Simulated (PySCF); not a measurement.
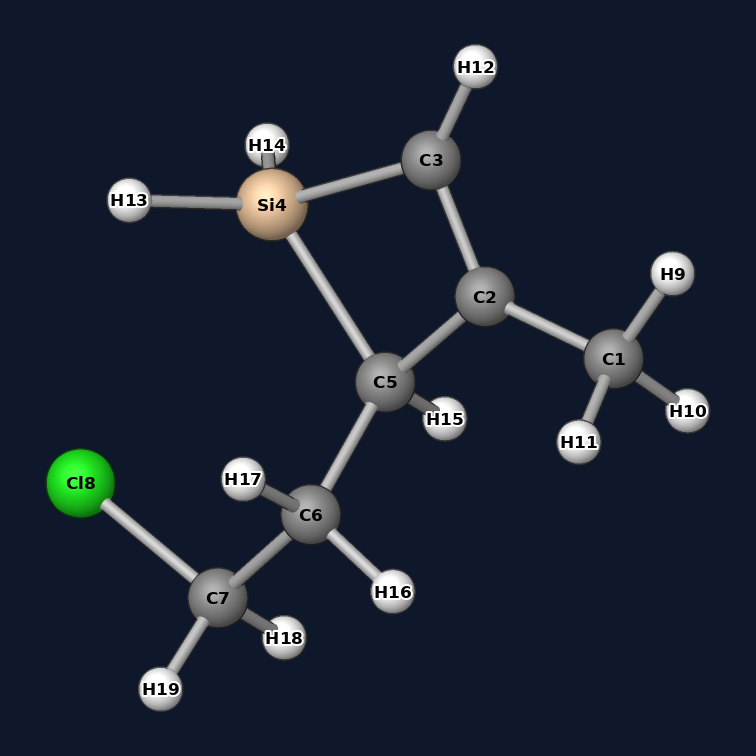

The questions are on isotropic NMR shieldings of the H atoms. The geometry was computed by an optimisation with GFN2-xTB. No frequency run is at hand to confirm it as a minimum. Method: GIAO PBE0/pcSseg-1 NMR shielding, non-relativistic, gas phase (PySCF 2.14.0).

List the isotropic NMR shieldings of the H atoms.

| atom | σ (ppm) |
| --- | --- |
| H9 | 29.52 |
| H10 | 29.88 |
| H11 | 29.55 |
| H12 | 25.85 |
| H13 | 26.82 |
| H14 | 26.80 |
| H15 | 29.95 |
| H16 | 29.55 |
| H17 | 30.11 |
| H18 | 28.10 |
| H19 | 27.72 |

The geometry is semi-empirical. Around Si such bond lengths and angles can be off by a tenth of an ångström or more and by several degrees, and values that hang on the shape move with them.
